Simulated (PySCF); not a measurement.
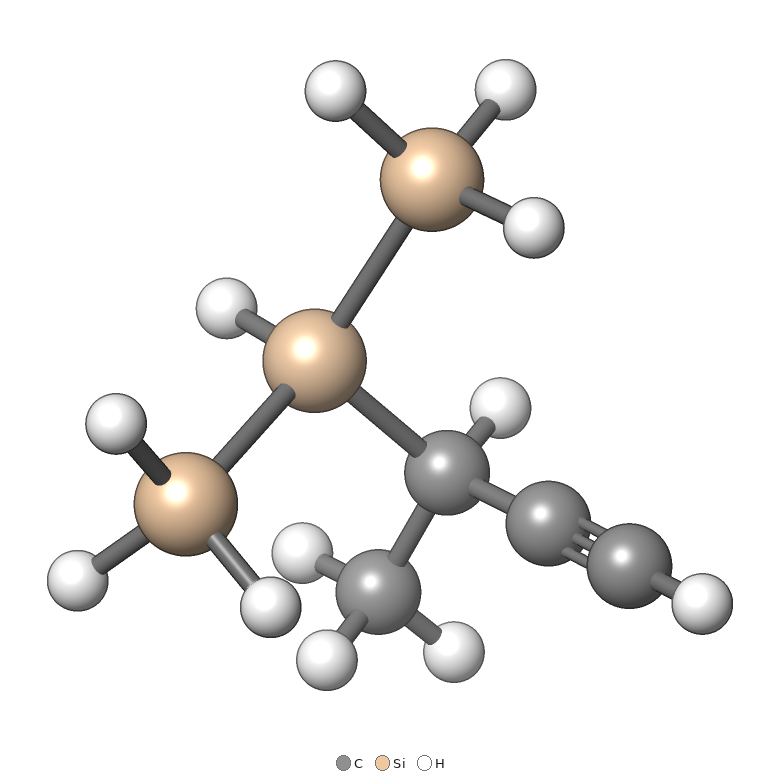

A ball-and-stick model of a molecule. Double and triple bonds are drawn as two and three sticks.

The geometry was computed by an optimisation with GFN2-xTB. No frequency run is at hand to confirm it as a minimum.

Describe the molecule.

The molecule is C4H12Si3. Its SMILES string is `C#C[C@@H](C)[SiH]([SiH3])[SiH3]`. It has no ring. Among its groups: alkyne, Si–H bond. This geometry has C1 symmetry. Coordination: 2 C linear; 2 C tetrahedral; 3 Si tetrahedral.

The parts below concern this one geometry. Atoms keep their numbers from picture to picture.

**Shape**

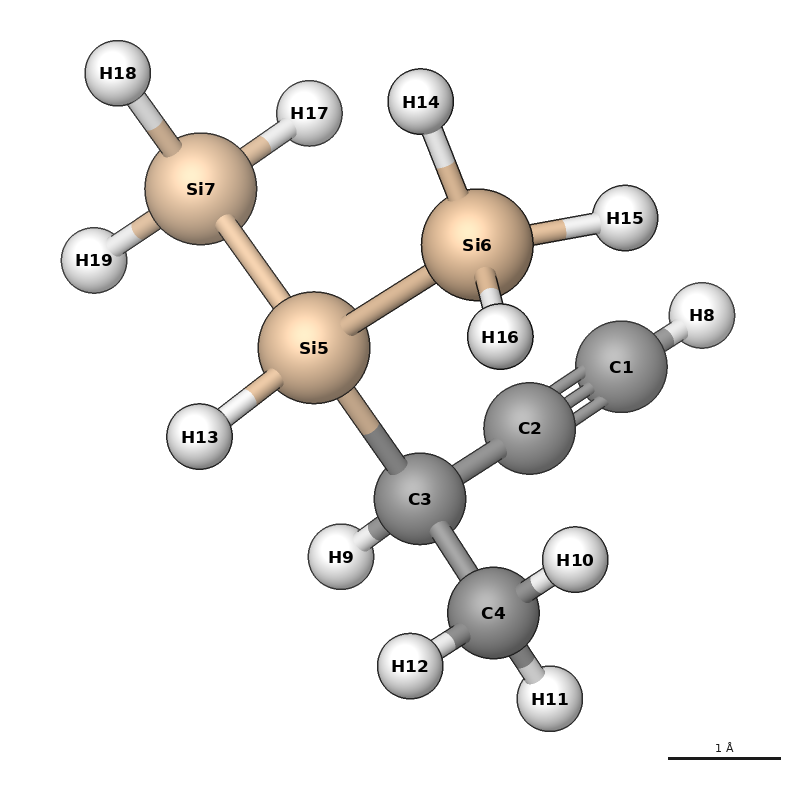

Numbered structure. No frequency run is at hand to confirm it as a minimum.

List the bonds and their lengths. Leave out bonds to hydrogen.

```tsv
bond	length (Å)	order
C1–C2	1.198	triple
C2–C3	1.442	single
C3–C4	1.528	single
C3–Si5	1.938	single
Si5–Si6	2.324	single
Si5–Si7	2.322	single
```

**Polarisability**

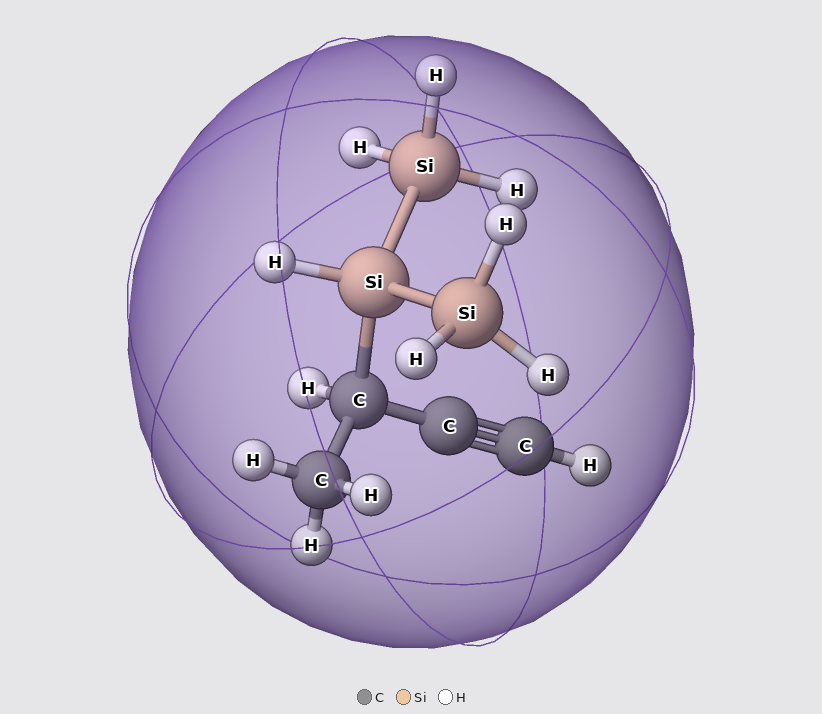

The ellipsoid shows the static dipole polarisability: its half-axes are proportional to the principal values. No frequency run is at hand to confirm it as a minimum. Method: CAM-B3LYP/def2-SVPD (PySCF 2.14.0).

Question: Give the principal values, the mean and the anisotropy.

Answer: Principal values 122.5, 132.6, 140.2 bohr³; mean 131.8 bohr³ (19.53 Å³); anisotropy 15.4 bohr³, so the longest axis is 1.14 times the shortest.

**Excitation**

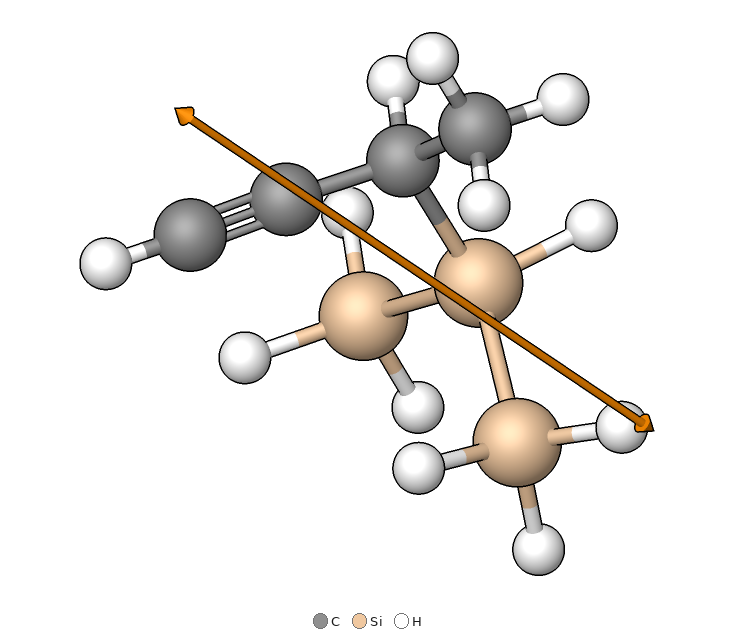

The double arrow shows the direction of the transition dipole to excited singlet state 2 (its length means nothing). No frequency run is at hand to confirm it as a minimum. Level of theory: TDDFT CAM-B3LYP/def2-SVPD, vertical, gas phase, core orbitals frozen in the response (PySCF 2.14.0).

Question: Give its energy, strength and character.

Answer: 6.51 eV (190 nm), oscillator strength 0.023, mainly HOMO → LUMO (weight 0.69); transition dipole 0.95 D.

**Charges**

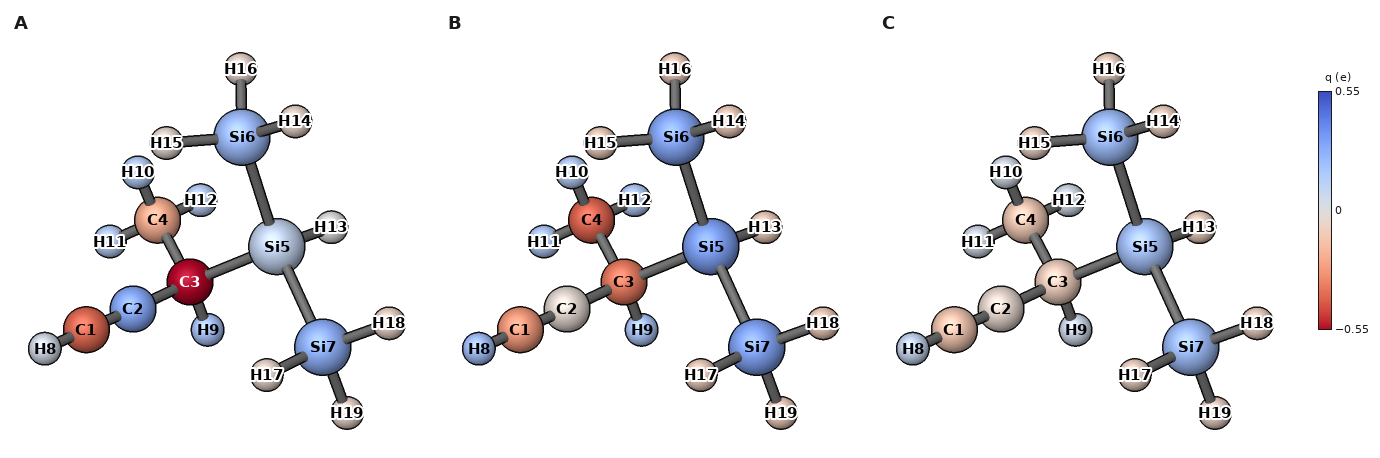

Atomic charges of one calculation by 3 schemes, on one colour scale. No frequency run is at hand to confirm it as a minimum. Computed with PBE0/pcSseg-1 (PySCF 2.14.0).

Question: The schemes are Hirshfeld, IAO, Mulliken. Which panel shows which?

Answer: A Mulliken, B IAO, C Hirshfeld.

List the charges (e), one line for each set of equivalent atoms.

| atom | Mulliken | IAO | Hirshfeld |
| --- | --- | --- | --- |
| C1 | −0.39 | −0.27 | −0.12 |
| C2 | 0.29 | −0.03 | −0.04 |
| C3 | −0.55 | −0.35 | −0.09 |
| C4 | −0.21 | −0.40 | −0.11 |
| Si5 | 0.09 | 0.31 | 0.19 |
| Si6 | 0.22 | 0.29 | 0.21 |
| Si7 | 0.26 | 0.30 | 0.21 |
| H8 | 0.04 | 0.20 | 0.09 |
| H9 | 0.18 | 0.17 | 0.05 |
| H10 | 0.14 | 0.14 | 0.04 |
| H11 | 0.13 | 0.15 | 0.05 |
| H12 | 0.13 | 0.14 | 0.04 |
| H13 | 0.00 | −0.09 | −0.08 |
| H14 | −0.05 | −0.09 | −0.08 |
| H15 | −0.04 | −0.09 | −0.07 |
| H16 | −0.05 | −0.09 | −0.07 |
| H17 | −0.05 | −0.09 | −0.07 |
| H18 | −0.06 | −0.10 | −0.08 |
| H19 | −0.06 | −0.09 | −0.07 |

Mulliken values depend strongly on the basis set and can even reverse the polarity of a bond. The geometry is semi-empirical. Around Si such bond lengths and angles can be off by a tenth of an ångström or more and by several degrees, and values that hang on the shape move with them.
